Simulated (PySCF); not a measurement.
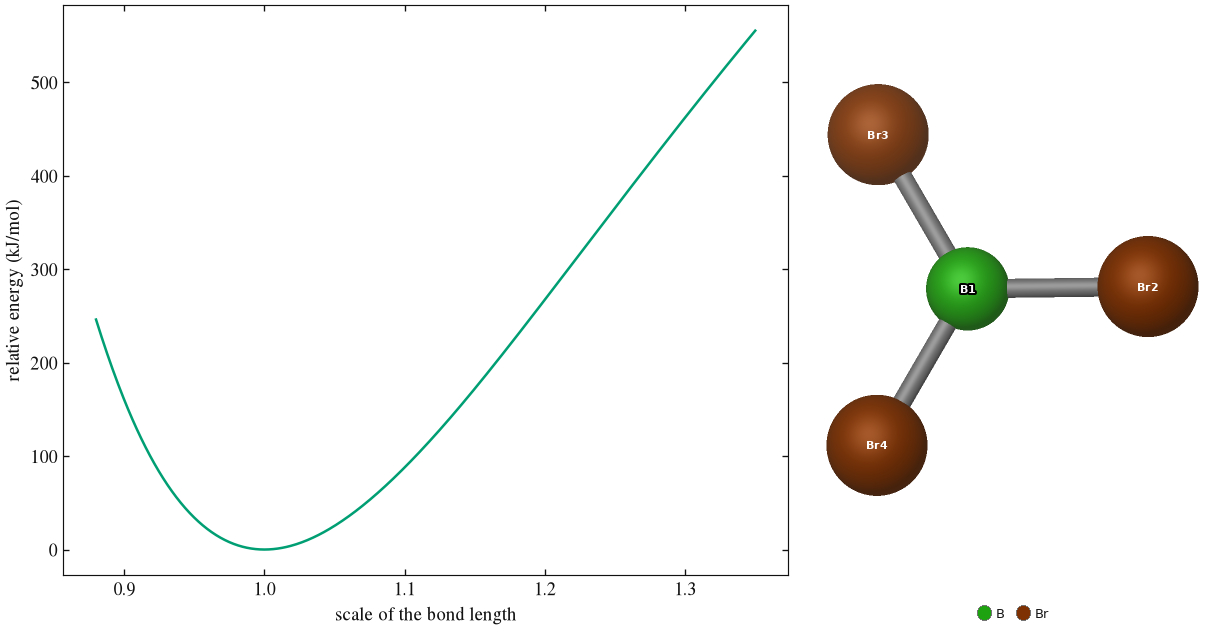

Rigid scan of BBr₃, singlet, from a minimum of the shape that electron-pair counting expects: all bonds to atom 1 scaled (atom 1 is the central atom). B3LYP/def2-TZVP in PySCF, restricted determinant, no spin-orbit coupling; energies counted from the minimum. Splines pass through the computed points.

### What does it cost to go to either end of the scan?

246.1 kJ/mol at 0.88 and 555.3 kJ/mol at 1.35.

### Give the values at the computed points.

In kJ/mol:
```
scale of the bond length  B3LYP
                    0.88  246.1
                    0.92   96.2
                    0.96   21.3
                    1.00    0.0
                    1.04   16.7
                    1.08   59.5
                    1.14  154.1
                    1.22  306.6
                    1.35  555.3
```

Note: no scalar relativity.
